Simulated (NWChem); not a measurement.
# One shape, several levels: C3H6 (SMILES C[C]C)

Wanted: a comparison of 4 runs (UHF/def2-SVP, UM06-2X/STO-3G, UPBE0/def2-SVP, UBLYP/6-311+G**) of C3H6. 

Program for the calculation: NWChem 7.3.0.

**1. The molecule**

C3H6 has 9 atoms, charge 0, and is taken as a triplet. SMILES: `C[C]C`. The coordinates come from a GFN2-xTB relaxation.

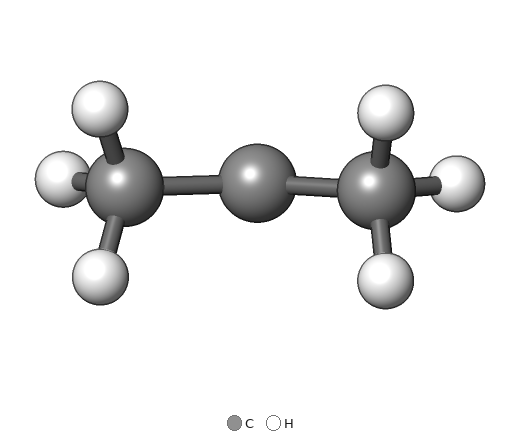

The structure, seen from a chosen angle (carbon grey, hydrogen white).

**2. Energy and gradient at UHF/def2-SVP (run 1)**

Input file c3h6.xyz:

```xyz
9

C     -0.672380     0.760400    -0.868890
C     -0.202360    -0.489230    -0.298260
C      0.646640    -0.823110     0.830780
H     -1.313920     0.570240    -1.731020
H      0.160020     1.393530    -1.211720
H     -1.258780     1.346350    -0.144990
H      0.231850    -0.450390     1.779520
H      0.751400    -1.905740     0.922400
H      1.657520    -0.402040     0.722170
```

Input file c3h6.nw:

```
start c3h6
memory 2200 mb
charge 0
geometry units angstroms noautosym nocenter noautoz
 load c3h6.xyz
end
basis spherical bse
 * library def2-SVP
end
scf
 nopen 2
 uhf
 thresh 1e-08
 maxiter 80
 print low
end
task scf gradient
```

On the command line:

```
$ nwchem c3h6.nw > c3h6.out
```

What it wrote:

```text
[...]
  functions       =    72
[...]
  wavefunction    = UHF
[...]
         Total SCF energy =   -116.921847581553
      One electron energy =   -292.416577043356
      Two electron energy =    106.679435385160
 Nuclear repulsion energy =     68.815294076642
                       Sz =      1.0000
                 Sz(Sz+1) =      2.0000
                      S^2 =      2.0202
[...]
                         UHF ENERGY GRADIENTS
    atom               coordinates                        gradient
                 x          y          z           x          y          z
   1 C      -1.270614   1.436948  -1.641964    0.004926  -0.018474   0.005792
   2 C      -0.382405  -0.924511  -0.563630    0.006832   0.015819   0.009966
   3 C       1.221972  -1.555452   1.569947   -0.011917   0.002003  -0.015983
   4 H      -2.482949   1.077597  -3.271153    0.000395  -0.001041   0.000459
   5 H       0.302394   2.633390  -2.289819    0.002003   0.000108  -0.000625
   6 H      -2.378749   2.544233  -0.273991   -0.001126   0.000005   0.001774
   7 H       0.438133  -0.851114   3.362805   -0.001698   0.000695   0.000987
   8 H       1.419940  -3.601326   1.743083   -0.000788   0.000106  -0.001059
   9 H       3.132259  -0.759745   1.364703    0.001375   0.000780  -0.001310
 Task  times  cpu:        4.9s     wall:        4.9s
[...]
```

Wall time 5.7 s (1 thread of Intel Xeon 6975P-C (Granite Rapids), shared host); peak memory 0.099 GiB.

**3. Energy and gradient at UM06-2X/STO-3G (run 2)**

Input file run.py:

```python
from ase import Atoms
from ase.calculators.nwchem import NWChem

molecule = Atoms(['C', 'C', 'C', 'H', 'H', 'H', 'H', 'H', 'H'], positions=[
    [-0.672380, 0.760400, -0.868890],
    [-0.202360, -0.489230, -0.298260],
    [0.646640, -0.823110, 0.830780],
    [-1.313920, 0.570240, -1.731020],
    [0.160020, 1.393530, -1.211720],
    [-1.258780, 1.346350, -0.144990],
    [0.231850, -0.450390, 1.779520],
    [0.751400, -1.905740, 0.922400],
    [1.657520, -0.402040, 0.722170],
])

calc = NWChem(
    label='mymol',
    theory='dft',
    memory='2200 mb',
    basis='STO-3G',
    basispar='spherical bse',
    dft={'xc': 'm06-2x', 'mult': '3', 'grid': 'xfine', 'convergence': 'energy 1e-08', 'iterations': '100', 'mulliken': None},
)
molecule.calc = calc

forces = molecule.get_forces()
e = molecule.get_potential_energy()
print(f"E = {e:.6f} eV")
print("forces (eV/A):")
for s, f in zip(molecule.symbols, forces):
    print(f"{s:2s} {f[0]:10.5f} {f[1]:10.5f} {f[2]:10.5f}")
```

On the command line:

```
$ export ASE_NWCHEM_COMMAND="nwchem PREFIX.nwi > PREFIX.nwo"
$ python run.py
```

What it wrote:

```text
E = -3166.069914 eV
forces (eV/A):
C    -0.29393    1.60015   -0.31887
C    -0.69446   -1.63990   -1.02016
C     0.98571    0.04854    1.33461
H    -0.18810   -0.01913   -0.24986
H    -0.00663    0.13925   -0.02792
H    -0.03198    0.13863   -0.01157
H     0.07184    0.01229    0.12681
H     0.05564   -0.29429    0.06166
H     0.10192    0.01450    0.10526
```

The calculator wrote mymol.nwi:

```
title "mymol"

permanent_dir mymol

scratch_dir mymol

start mymol

geometry units angstrom nocenter noautosym noautoz
  C  -6.7237999999999998e-01 7.6039999999999996e-01 -8.6889000000000005e-01
  C  -2.0236000000000001e-01 -4.8923000000000000e-01 -2.9826000000000003e-01
  C  6.4663999999999999e-01 -8.2311000000000001e-01 8.3077999999999996e-01
  H  -1.3139200000000000e+00 5.7023999999999997e-01 -1.7310200000000000e+00
  H  1.6002000000000000e-01 1.3935299999999999e+00 -1.2117199999999999e+00
  H  -1.2587800000000000e+00 1.3463499999999999e+00 -1.4499000000000001e-01
  H  2.3185000000000000e-01 -4.5039000000000001e-01 1.7795200000000000e+00
  H  7.5139999999999996e-01 -1.9057400000000000e+00 9.2240000000000000e-01
  H  1.6575200000000001e+00 -4.0204000000000001e-01 7.2216999999999998e-01
end

memory 2200 mb

basis spherical bse noprint
   * library STO-3G
end

dft
  xc m06-2x
  mult 3
  grid xfine
  convergence energy 1e-08
  iterations 100
  mulliken
end

task dft gradient
```

mymol.nwo:

```text
Northwest Computational Chemistry Package (NWChem) 7.3.0
             --------------------------------------------------------

           Job information
           ---------------

    nwchem branch   = 7.3.0
    use scalapack   = T
    input           = mymol.nwi
    prefix          = mymol.
    data base       = mymol/mymol.db
    status          = startup
    nproc           =        1

           Memory information
           ------------------

[... 5 lines left out ...]
    hardfail = no
[... 121 lines left out ...]
          Convergence on energy requested:  1.00D-08
[... 26 lines left out ...]
          total energy or number of iterations.
[... 80 lines left out ...]
      One electron energy =     -291.997911713350
[... 423 lines left out ...]
          Convergence on energy requested:  1.00D-08
[... 26 lines left out ...]
          total energy or number of iterations.
[... 36 lines left out ...]
                 ----------------------------------------
                 |  Time  |  1-e(secs)   |  2-e(secs)   |
                 ----------------------------------------
                 |  CPU   |       0.00   |       0.03   |
                 ----------------------------------------
                 |  WALL  |       0.00   |       0.03   |
                 ----------------------------------------

 Task  times  cpu:       14.4s     wall:       14.4s
 Total times  cpu:       14.5s     wall:       14.5s
```

Wall time 16 s (1 thread of Intel Xeon 6975P-C (Granite Rapids), shared host); peak memory 0.13 GiB.

Run 3 isn't shown in full; the table further down has it.

**4. Energy and gradient at UBLYP/6-311+G(d,p) (run 4)**

Input file c3h6.nw:

```
start c3h6
memory 2200 mb
geometry noautosym nocenter noautoz
  C     -0.672380     0.760400    -0.868890
  C     -0.202360    -0.489230    -0.298260
  C      0.646640    -0.823110     0.830780
  H     -1.313920     0.570240    -1.731020
  H      0.160020     1.393530    -1.211720
  H     -1.258780     1.346350    -0.144990
  H      0.231850    -0.450390     1.779520
  H      0.751400    -1.905740     0.922400
  H      1.657520    -0.402040     0.722170
end
basis "ao basis" spherical bse
  C library 6-311+G**
  H library 6-311+G**
end
dft
  xc becke88 lyp
  mult 3
  grid fine
  convergence energy 1e-08
  iterations 100
  mulliken
end
task dft gradient
```

On the command line:

```
$ nwchem c3h6.nw > c3h6.out
```

What it wrote:

```text
[...]
          Wavefunction type:  spin polarized.
          No. of atoms     :     9
          No. of electrons :    24
[...]
          Charge           :     0
          Spin multiplicity:     3
[...]
          AO basis - number of functions:   102
[...]
              XC Information
              --------------
                    Becke 1988 Exchange Functional  1.000
              Lee-Yang-Parr Correlation Functional  1.000
[...]
 d= 0,ls=0.0,diis     1   -117.7103462910 -1.87D+02  3.75D-03  1.54D-01     2.4
[...]
 d= 0,ls=0.0,diis     8   -117.7600225750  7.37D-09  3.46D-06  6.73D-08    16.7
[...]
         Total DFT energy =     -117.760022575024
      One electron energy =     -292.905822092832
           Coulomb energy =      124.758221003861
    Exchange-Corr. energy =      -18.427715562695
 Nuclear repulsion energy =       68.815294076642
[...]
      <S2> =      2.0052 (Exact =     2.0000)
[...]
  wavefunction    = open shell
                         DFT ENERGY GRADIENTS
    atom               coordinates                        gradient
                 x          y          z           x          y          z
   1 C      -1.270614   1.436948  -1.641964    0.001774  -0.000553   0.002434
   2 C      -0.382405  -0.924511  -0.563630    0.002775   0.006104   0.003984
   3 C       1.221972  -1.555452   1.569947   -0.000935   0.002916  -0.001113
   4 H      -2.482949   1.077597  -3.271153    0.004396  -0.001318   0.005782
   5 H       0.302394   2.633390  -2.289819   -0.004129  -0.004999   0.002440
   6 H      -2.378749   2.544233  -0.273991    0.003719  -0.004723  -0.003440
   7 H       0.438133  -0.851114   3.362805    0.001308  -0.001776  -0.006618
   8 H       1.419940  -3.601326   1.743083   -0.002246   0.006405  -0.002732
   9 H       3.132259  -0.759745   1.364703   -0.006662  -0.002057  -0.000736
[...]
```

Run time: 21 s. Hardware: 1 thread of Intel Xeon 6975P-C (Granite Rapids), shared host; peak memory 0.12 GiB.

**5. All runs side by side**

```csv
run,level,iteration cap,module,energy (Eh),⟨S²⟩,largest force (eV/Å),wall time
1,UHF/def2-SVP,80,scf,-116.921848,2.020,1.030,5.7 s
2,UM06-2X/STO-3G,100,dft,-116.350924,2.006,2.052,16 s
3,UPBE0/def2-SVP,100,dft,-117.567994,2.008,0.398,35 s
4,UBLYP/6-311+G**,100,dft,-117.760023,2.005,0.401,21 s
```

**6. Summary of results**

| quantity | value |
| --- | --- |
| run 4: total energy | -117.76002 Eh |
| run 4: dipole moment | 0.83 D |
| run 4: HOMO energy (highest over α and β) | -3.79 eV |
| run 4: LUMO energy (lowest over α and β) | -2.52 eV |
| run 4: ⟨S²⟩ | 2.005 |
| run 4: largest force on an atom | 0.401 eV/Å |

**Reading.** Over runs 2, 3, 4 the dipole moment (its size) runs from 0.30 D (UM06-2X/STO-3G) to 0.83 D (UBLYP/6-311+G**). The two ends differ in method and basis. Totals of different functionals can't be ranked against each other. In run 2 the basis is minimal, so the values are rough. All runs together took 77 s, the longest 35 s.
